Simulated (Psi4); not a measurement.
# C3H5Cl (SMILES C=CCCl): levels of theory compared

Wanted: a comparison of 5 runs (B2PLYP/def2-SVP, BHLYP/def2-SVP, CAM-B3LYP/def2-SVP, PBE0/def2-SVP, wB97X/def2-SVP) of C3H5Cl. 

The calculation is run with Psi4 1.11.

### Step 1. The structure to begin with

C3H5Cl has 9 atoms, charge 0, and is taken as a singlet. SMILES: `C=CCCl`. The C3–Cl4 distance was set to 3.231 Å, away from the relaxed value. At this shape a bond of the SMILES string is far longer than usual.

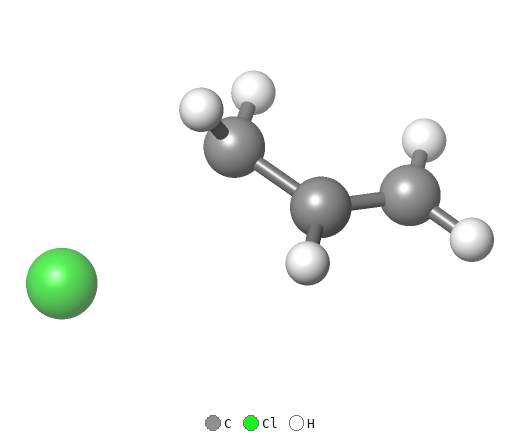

The structure, seen from a chosen angle (carbon grey, chlorine green, hydrogen white).

### Step 2. The energy at B2PLYP/def2-SVP (density fitting for correlation) (run 1)

File input.json:

```json
{
  "schema_name": "qcschema_input",
  "schema_version": 1,
  "molecule": {
    "schema_name": "qcschema_molecule",
    "schema_version": 2,
    "symbols": ["C", "C", "C", "Cl", "H", "H", "H", "H", "H"],
    "geometry": [0.1569342, 4.79596806, 0.38417565, 1.41466032, 2.63429145, 0.49653877, 0.86660194, 0.62590942, 2.37246989, -0.74226552, -4.57289156, -0.39544409, 0.63146332, 6.23943536, -0.98795449, -1.39354829, 5.1992923, 1.66512651, 2.94573532, 2.2516786, -0.81695317, -0.68397503, 1.15034621, 3.61980252, 2.52493111, 0.16092341, 3.50392451],
    "molecular_charge": 0,
    "molecular_multiplicity": 1,
    "fix_symmetry": "c1",
    "fix_com": true,
    "fix_orientation": true
  },
  "driver": "energy",
  "model": {
    "method": "b2plyp",
    "basis": "def2-SVP"
  },
  "keywords": {
    "reference": "rks",
    "puream": true,
    "e_convergence": 1e-09,
    "d_convergence": 1e-08,
    "scf_type": "pk",
    "dft_radial_points": 99,
    "dft_spherical_points": 590,
    "num_frozen_docc": 8
  }
}
```

The run is started by

```bash
$ psi4 --qcschema input.json -n 1 --memory 2200MB
```

stdout:

```text
[...]
  Running in c1 symmetry.
[...]
  Nuclear repulsion =  116.048929745359146
[...]
  Multiplicity = 1
[...]
  Nalpha       = 20
  Nbeta        = 20
[...]
    Number of basis functions: 85
[...]
   @RKS iter   1:  -576.54890180268194   -7.92574e-01   5.00783e-03 DIIS/ADIIS
[...]
   @RKS iter  14:  -576.66685959662425   -2.78533e-11   4.91873e-09 DIIS
[...]
    Orbital Energies [Eh]
    ---------------------
    Doubly Occupied:
       1A   -102.792017     2A    -10.749040     3A    -10.694914
       4A    -10.688762     5A     -9.820345     6A     -7.466929
       7A     -7.460089     8A     -7.460073     9A     -0.961961
      10A     -0.829729    11A     -0.799299    12A     -0.691959
      13A     -0.603248    14A     -0.561925    15A     -0.519329
      16A     -0.472700    17A     -0.396575    18A     -0.287907
      19A     -0.287766    20A     -0.278324
[...]
  @RKS Final Energy:  -576.66685959662425
   => Energetics <=
    Nuclear Repulsion Energy =            116.0489297453591462
    One-Electron Energy =               -1022.0025179196667295
    Two-Electron Energy =                 351.3430638296542838
    DFT Exchange-Correlation Energy =     -22.0563352519709568
    Empirical Dispersion Energy =           0.0000000000000000
    VV10 Nonlocal Energy =                  0.0000000000000000
    Total Energy =                       -576.6668595966242492
[...]
 Multipole Moments:
 ------------------------------------------------------------------------------------
     Multipole            Electronic (a.u.)      Nuclear  (a.u.)        Total (a.u.)
 ------------------------------------------------------------------------------------
 L = 1.  Multiply by 2.5417464519 to convert [e a0] to [Debye]
 Dipole X            :         -5.3915929            6.0352713            0.6436785
 Dipole Y            :         17.2082737          -14.4004671            2.8078066
 Dipole Z            :        -18.9111899           19.7805022            0.8693123
 Magnitude           :                                                    3.0089540
[...]
```

The result, in JSON:

```text
{
 "driver": "energy",
 "model": {
  "method": "b2plyp",
  "basis": "def2-SVP"
 },
 "success": true,
 "return_result": -576.8575225384543,
 "properties": {
  "calcinfo_nbasis": 85,
  "calcinfo_nmo": 85,
  "calcinfo_nalpha": 20,
  "calcinfo_nbeta": 20,
  "calcinfo_natom": 9,
  "nuclear_repulsion_energy": 116.04892974535915,
  "return_energy": -576.8575225384543,
  "scf_one_electron_energy": -1022.0025179196667,
  "scf_two_electron_energy": 351.3430638296543,
  "scf_xc_energy": -22.056335251970957,
  "scf_dipole_moment": [0.6436784832521214, 2.807806624390297, 0.8693123008567412],
  "scf_total_energy": -576.6668595966242,
  "scf_iterations": 14
 }
}
```

Wall time 9.9 s (1 thread of AMD EPYC 9R45 (Zen 5), shared host); peak memory 1.3 GiB.

### Step 3. The energy at BHLYP/def2-SVP (run 2)

File c3h5cl.json:

```json
{
  "schema_name": "qcschema_input",
  "schema_version": 1,
  "molecule": {
    "schema_name": "qcschema_molecule",
    "schema_version": 2,
    "symbols": ["C", "C", "C", "Cl", "H", "H", "H", "H", "H"],
    "geometry": [0.1569342, 4.79596806, 0.38417565, 1.41466032, 2.63429145, 0.49653877, 0.86660194, 0.62590942, 2.37246989, -0.74226552, -4.57289156, -0.39544409, 0.63146332, 6.23943536, -0.98795449, -1.39354829, 5.1992923, 1.66512651, 2.94573532, 2.2516786, -0.81695317, -0.68397503, 1.15034621, 3.61980252, 2.52493111, 0.16092341, 3.50392451],
    "molecular_charge": 0,
    "molecular_multiplicity": 1,
    "fix_symmetry": "c1"
  },
  "driver": "energy",
  "model": {
    "method": "bhhlyp",
    "basis": "def2-SVP"
  },
  "keywords": {
    "puream": true,
    "e_convergence": 1e-09,
    "d_convergence": 1e-08,
    "scf_type": "pk",
    "dft_radial_points": 99,
    "dft_spherical_points": 590,
    "scf_properties": ["DIPOLE", "QUADRUPOLE", "LOWDIN_CHARGES"]
  }
}
```

The run is started by

```bash
$ psi4 --qcschema c3h5cl.json -n 1 --memory 2200MB
```

stdout:

```text
[...]
  Running in c1 symmetry.
[...]
  Nuclear repulsion =  116.048929745359146
[...]
  Multiplicity = 1
[...]
  Nalpha       = 20
  Nbeta        = 20
[...]
    Number of basis functions: 85
[...]
   @RKS iter   1:  -576.93126351771684   -7.80377e-01   5.16917e-03 DIIS/ADIIS
[...]
   @RKS iter  14:  -577.05381702607212   -1.62572e-11   4.23572e-09 DIIS
[...]
    Orbital Energies [Eh]
    ---------------------
    Doubly Occupied:
       1A   -102.680236     2A    -10.715640     3A    -10.662897
       4A    -10.657345     5A     -9.789650     6A     -7.447472
       7A     -7.440304     8A     -7.440287     9A     -0.957921
      10A     -0.826880    11A     -0.798538    12A     -0.690617
      13A     -0.602874    14A     -0.561856    15A     -0.519254
      16A     -0.473223    17A     -0.399219    18A     -0.290917
      19A     -0.290773    20A     -0.283315
[...]
  @RKS Final Energy:  -577.05381702607212
   => Energetics <=
    Nuclear Repulsion Energy =            116.0489297453591462
    One-Electron Energy =               -1022.1092513425539892
    Two-Electron Energy =                 352.7935556152021945
    DFT Exchange-Correlation Energy =     -23.7870510440794760
    Empirical Dispersion Energy =           0.0000000000000000
    VV10 Nonlocal Energy =                  0.0000000000000000
    Total Energy =                       -577.0538170260721245
[...]
 Multipole Moments:
 ------------------------------------------------------------------------------------
     Multipole            Electronic (a.u.)      Nuclear  (a.u.)        Total (a.u.)
 ------------------------------------------------------------------------------------
 L = 1.  Multiply by 2.5417464519 to convert [e a0] to [Debye]
 Dipole X            :         -1.5271246            2.1628973            0.6357727
 Dipole Y            :         -8.1491805           10.9209168            2.7717364
 Dipole Z            :         -1.9570034            2.8093463            0.8523429
 Magnitude           :                                                    2.9687064
 L = 2.  Multiply by 1.3450342976 to convert [e a0^2] to [Debye ang]
 Quadrupole XX       :        -65.9575176           43.0951532          -22.8623645
 Quadrupole XY       :        -94.6075263           93.5434153           -1.0641110
[...]
```

The result, in JSON:

```text
{
 "driver": "energy",
 "model": {
  "method": "bhhlyp",
  "basis": "def2-SVP"
 },
 "success": true,
 "return_result": -577.0538170260721,
 "properties": {
  "calcinfo_nbasis": 85,
  "calcinfo_nmo": 85,
  "calcinfo_nalpha": 20,
  "calcinfo_nbeta": 20,
  "calcinfo_natom": 9,
  "nuclear_repulsion_energy": 116.04892974535915,
  "return_energy": -577.0538170260721,
  "scf_one_electron_energy": -1022.109251342554,
  "scf_two_electron_energy": 352.7935556152022,
  "scf_xc_energy": -23.787051044079476,
  "scf_dipole_moment": [0.6357726604119927, 2.771736357839954, 0.8523429038218933],
  "scf_total_energy": -577.0538170260721,
  "scf_iterations": 14
 }
}
```

It took 9.9 s on 1 thread of AMD EPYC 9R45 (Zen 5), shared host; peak memory 1.3 GiB.

Runs 3 to 4 aren't shown in full; the table further down has their settings and results.

### Step 4. Energy and forces at wB97X/def2-SVP (run 5)

File calc.dat:

```
memory 2200 mb

molecule system {
  0 1
  C      0.15693420     4.79596806     0.38417565
  C      1.41466032     2.63429145     0.49653877
  C      0.86660194     0.62590942     2.37246989
  Cl    -0.74226552    -4.57289156    -0.39544409
  H      0.63146332     6.23943536    -0.98795449
  H     -1.39354829     5.19929230     1.66512651
  H      2.94573532     2.25167860    -0.81695317
  H     -0.68397503     1.15034621     3.61980252
  H      2.52493111     0.16092341     3.50392451
  units bohr
  symmetry c1
  no_reorient
  no_com
}

set basis def2-SVP
set reference rks
set puream true
set e_convergence 1e-09
set d_convergence 1e-08
set scf_type pk
set dft_radial_points 99
set dft_spherical_points 590

e_tot, wfn = gradient("wb97x", return_wfn=True)
print_variables()
```

The run is started by

```bash
$ psi4 -n 1 calc.dat calc.out
```

calc.out:

```text
[...]
  Running in c1 symmetry.
[...]
  Nuclear repulsion =  116.048929745359146
[...]
  Multiplicity = 1
[...]
  Nalpha       = 20
  Nbeta        = 20
[...]
    Number of basis functions: 85
[...]
   @RKS iter   1:  -576.96855725604860   -8.79151e-01   4.87107e-03 DIIS/ADIIS
[...]
   @RKS iter  15:  -577.08978401646539   -1.33014e-11   4.32759e-09 DIIS
[...]
  @RKS Final Energy:  -577.08978401646539
   => Energetics <=
    Nuclear Repulsion Energy =            116.0489297453591462
    One-Electron Energy =               -1022.1208857800523901
    Two-Electron Energy =                 362.7959636564111747
    DFT Exchange-Correlation Energy =     -33.8137916381833605
    Empirical Dispersion Energy =           0.0000000000000000
    VV10 Nonlocal Energy =                  0.0000000000000000
    Total Energy =                       -577.0897840164655008
[...]
 Multipole Moments:
 ------------------------------------------------------------------------------------
     Multipole            Electronic (a.u.)      Nuclear  (a.u.)        Total (a.u.)
 ------------------------------------------------------------------------------------
 L = 1.  Multiply by 2.5417464519 to convert [e a0] to [Debye]
 Dipole X            :         -5.3943431            6.0352713            0.6409283
 Dipole Y            :         17.1778636          -14.4004671            2.7773966
 Dipole Z            :        -18.9147952           19.7805022            0.8657070
 Magnitude           :                                                    2.9789544
[...]
  -Total Gradient:
     Atom            X                  Y                   Z
    ------   -----------------  -----------------  -----------------
       1        0.014434239614    -0.010329758238    -0.000426473938
       2       -0.001267324110     0.054298372142    -0.003813596042
       3       -0.009325031911    -0.041810465170     0.010381666654
       4       -0.010972886033    -0.035404988852    -0.018641093381
       5       -0.004493439896    -0.006240490063     0.002563905484
       6        0.006605542717    -0.001059949650    -0.003215889339
       7       -0.006509443164    -0.000778055191     0.002791225276
       8        0.015563298011     0.014235743887     0.002419221468
       9       -0.004040119086     0.027076711746     0.007941183847
[...]
```

Run time: 16 s. Hardware: 1 thread of AMD EPYC 9R45 (Zen 5), shared host; peak memory 1.3 GiB.

### Step 5. All runs side by side

```csv
run,level,fitting correlation,frozen core orbitals,energy (Eh),HOMO energy (eV),LUMO energy (eV),HOMO–LUMO gap (eV),wall time
1,B2PLYP/def2-SVP (density fitting for correlation),density fitting,8,-576.857523,-7.57,-3.55,4.02,9.9 s
2,BHLYP/def2-SVP,–,0,-577.053817,-7.71,-3.86,3.85,9.9 s
3,CAM-B3LYP/def2-SVP,–,0,-577.070059,-8.09,-3.75,4.35,13 s
4,PBE0/def2-SVP,–,0,-576.842822,-6.86,-4.72,2.14,14 s
5,wB97X/def2-SVP,–,0,-577.089784,-8.93,-2.97,5.96,16 s
```

### Step 6. Results

| quantity | value |
| --- | --- |
| run 5: total energy | -577.08978 Eh |
| run 5: dipole moment | 7.57 D |
| run 5: HOMO energy | -8.93 eV |
| run 5: LUMO energy | -2.97 eV |
| run 5: HOMO–LUMO gap | 5.96 eV |
| run 5: largest force on an atom | 2.800 eV/Å |

Over runs 2, 3, 4, 5 the dipole moment (its size) runs from 6.86 D (PBE0/def2-SVP) to 7.57 D (wB97X/def2-SVP). The HOMO–LUMO gap runs from 2.14 eV (PBE0/def2-SVP) to 5.96 eV (wB97X/def2-SVP). Totals of different functionals can't be ranked against each other. In runs 1, 2, 3, 4, 5 a closed-shell determinant meets a far-stretched bond, which it describes badly. All runs together took 63 s, the longest 16 s.
